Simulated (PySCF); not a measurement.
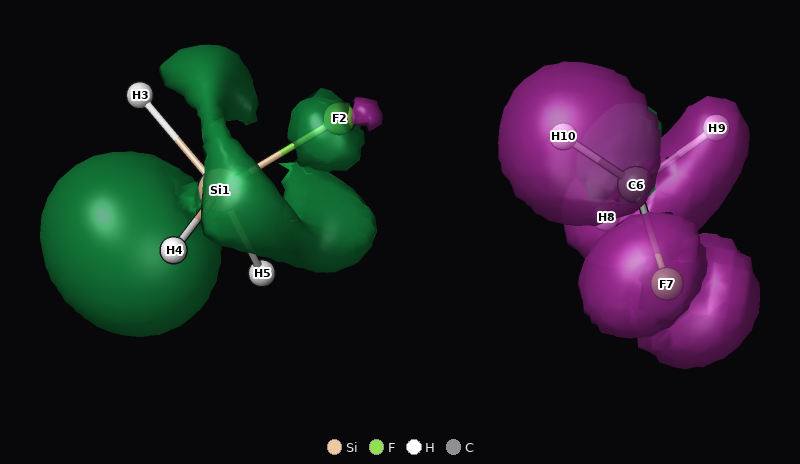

Figure 1: CH6F2Si, SMILES `[SiH3]F.CF`. Unrelaxed difference density of S₃ less the ground state (TDA singlet states), ±0.02 e/Å³; green: gain, purple: loss.

Computed with PySCF, BHandHLYP/def2-SVP, geometry: an unrelaxed start of a pair search. Without diffuse functions Rydberg states are missing, so the states' numbers hold for this basis only.

### How does the charge move on excitation?

0.88 e is displaced in all, of which about 0.7 e passes between atoms: F7 (0.42 e) and C6 (0.18 e) lose electrons and Si1 (0.45 e) and F2 (0.08 e) gain them. The state: 10.33 eV (120 nm), f = 0.052, charge transfer, whose energy this functional puts too low; the leading pair carries 100 %; hole on F7 (43 %), C6 (27 %) and H10 (17 %), electron on Si1 (46 %), F2 (9 %) and C6 (9 %); their centroids lie 3.4 Å apart.
